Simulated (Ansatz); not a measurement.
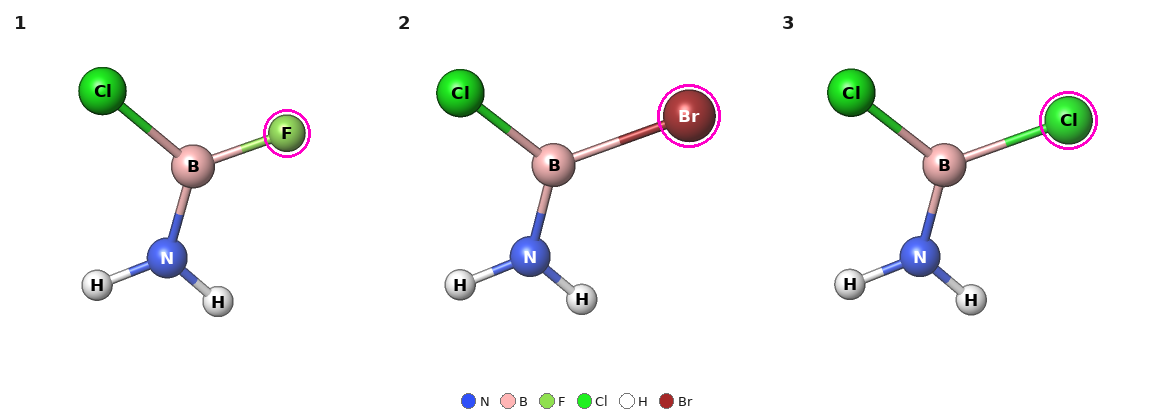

3 molecules with one skeleton, seen from the same side and at one scale; the atom that differs is circled. Charge 0, singlet. Computed geometries: PBE0-D4/def2-TZVP optimisations, one conformation each. Properties computed with Ansatz 0.2.0.

One atom differs, called X below: F in panel 1, Br in panel 2, Cl in panel 3. Their formulas are BClFH2N (`NB(F)Cl`), BBrClH2N (`NB(Cl)Br`), BCl2H2N (`NB(Cl)Cl`).

Rank them by the length of X–B, lowest first (PBE0-D4/def2-TZVP).

1 (F), 3 (Cl), 2 (Br).

Rank them by the HOMO–LUMO gap, lowest first (PBE0-D4/def2-SVP).

2 (Br), 3 (Cl), 1 (F).

Give the values. With PBE0-D4/def2-TZVP: length of X–B (Å), angle X–B–Cl (°). With PBE0-D4/def2-SVP: HOMO energy (Kohn–Sham orbital) (eV), HOMO–LUMO gap (eV). With ωB97M-V/def2-TZVPP: dipole moment (D).

```csv
quantity,1 (F),2 (Br),3 (Cl)
length of X–B (Å),1.328,1.926,1.761
angle X–B–Cl (°),118.2,119.6,119.5
HOMO energy (Kohn–Sham orbital) (eV),−8.35,−8.10,−8.37
HOMO–LUMO gap (eV),9.79,8.48,9.02
dipole moment (D),2.77,2.82,2.77
```
